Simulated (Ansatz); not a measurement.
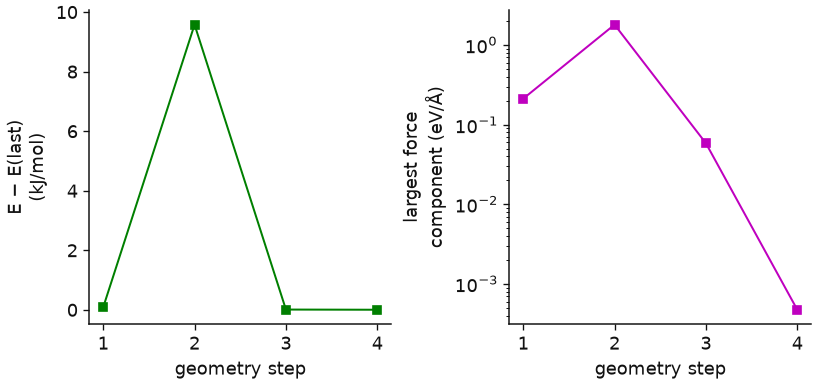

History of a geometry optimisation.

The run: BF3, by Ansatz, RKS PBE0-D4/def2-TZVP.

### How did it end, and what did it gain?

The optimisation met its thresholds at geometry 4, counting the start as the first. The energy fell by about 0.081 kJ/mol from the first step to the last, with a rise at step 2. The largest force component goes from about 0.21 eV/Å at the start to 5 × 10⁻⁴ eV/Å at the end, with a peak of 1.8 eV/Å at step 2.
